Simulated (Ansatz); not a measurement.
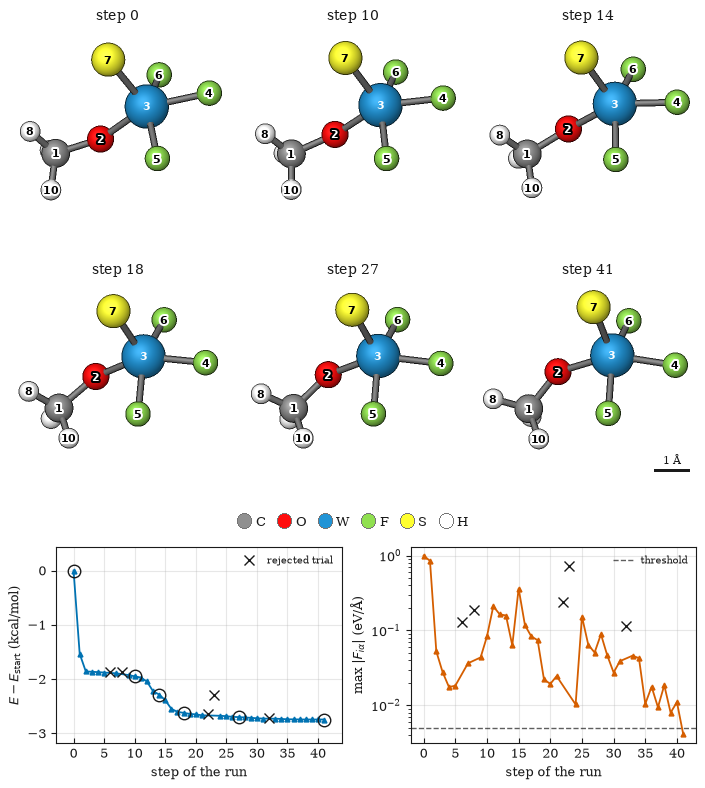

Frames of a relaxation of CH₃F₃OSW, marked on the history of the run. Style: ball-and-stick. Shown from a free direction.

The start comes from PBE-D4/def2-SVP.

All numbers below come from Ansatz, RKS PBE0-D4/def2-TZVP.

Input
```yaml
crystal:
  periodic: [false, false, false]
  atoms:
    - {symbol: C, position_ang: [0.658310, -1.712909, 0.025545]}
    - {symbol: O, position_ang: [-0.138231, -0.560207, 0.049405]}
    - {symbol: W, position_ang: [-0.553898, 1.244703, -0.008628]}
    - {symbol: F, position_ang: [-1.767677, 2.695423, -0.048498]}
    - {symbol: F, position_ang: [-1.073324, 1.033210, -1.809251]}
    - {symbol: F, position_ang: [-1.024862, 1.168055, 1.814539]}
    - {symbol: S, position_ang: [1.376265, 2.145525, -0.076639]}
    - {symbol: H, position_ang: [1.732669, -1.424750, 0.013067]}
    - {symbol: H, position_ang: [0.449381, -2.330184, 0.924781]}
    - {symbol: H, position_ang: [0.424468, -2.309966, -0.881521]}
basis:
  gaussian: {orbitals: def2-TZVP}
hamiltonian: {xc: pbe0, dispersion: d4}
relax: {f_tol: 0.005, max_steps: 150}
```

Launched with:
```bash
ansatz run in.yaml --threads 4 --pin off --events-out ev --progress --plain --max-ram 11315MiB
```

Describe the path.

After 36 accepted moves (41 points after the start) the energy has fallen by 2.74 kcal/mol. Largest force component: 1 eV/Å at the start, 0.0041 eV/Å at the end. The line search rejected the trial steps at points 6, 8, 22, 23, 32 of the run. The largest move after the best rigid fit is that of O2, 0.72 Å. Largest moves by element: O 0.72 Å, F 0.63 Å, H 0.63 Å, S 0.54 Å, W 0.20 Å, C 0.10 Å. Some distances before and after: W3–F4 1.892 → 1.858 Å, W3–F6 1.885 → 1.857 Å, W3–S7 2.131 → 2.106 Å, O2–W3 1.853 → 1.836 Å. Among the angles between lasting bonds that change: C1–O2–W3 158.2° → 144.5°, O2–W3–F4 153.1° → 148.9°, O2–W3–F5 89.0° → 85.0°. Groups turn about C1–O2 by about 125°, O2–W3 by about 120°. From step 0 to 10: F5 moves most (0.19 Å), energy −1.95 kcal/mol. From step 10 to 14: F and H atoms move most (0.21 Å), energy −0.34 kcal/mol. From step 14 to 18: F and H atoms move most (0.27 Å), energy −0.34 kcal/mol. From step 18 to 27: H8 moves most (0.14 Å), energy −0.08 kcal/mol. From step 27 to 41: O2 moves most (0.26 Å), energy −0.04 kcal/mol.

| step | E − E(0), kcal/mol | largest force component, eV/Å | note |
| --- | --- | --- | --- |
| 0 | 0.00 | 0.9959 |  |
| 1 | -1.53 | 0.8491 |  |
| 2 | -1.86 | 0.0525 |  |
| 3 | -1.86 | 0.0277 |  |
| 4 | -1.87 | 0.0175 |  |
| 5 | -1.88 | 0.0183 |  |
| 6 | -1.87 | 0.1315 | rejected |
| 7 | -1.89 | 0.0364 |  |
| 8 | -1.88 | 0.1862 | rejected |
| 9 | -1.93 | 0.0436 |  |
| 10 | -1.95 | 0.0832 |  |
| 12 | -2.04 | 0.1645 |  |
| 13 | -2.22 | 0.1581 |  |
| 15 | -2.39 | 0.3628 |  |
| 17 | -2.60 | 0.0832 |  |
| 18 | -2.62 | 0.0740 |  |
| 20 | -2.65 | 0.0193 |  |
| 21 | -2.67 | 0.0245 |  |
| 23 | -2.29 | 0.7261 | rejected |
| 25 | -2.68 | 0.1533 |  |
| 26 | -2.69 | 0.0642 |  |
| 28 | -2.71 | 0.0888 |  |
| 30 | -2.72 | 0.0274 |  |
| 31 | -2.73 | 0.0389 |  |
| 33 | -2.73 | 0.0460 |  |
| 34 | -2.73 | 0.0426 |  |
| 36 | -2.74 | 0.0177 |  |
| 38 | -2.74 | 0.0185 |  |
| 39 | -2.74 | 0.0080 |  |
| 41 | -2.74 | 0.0041 |  |
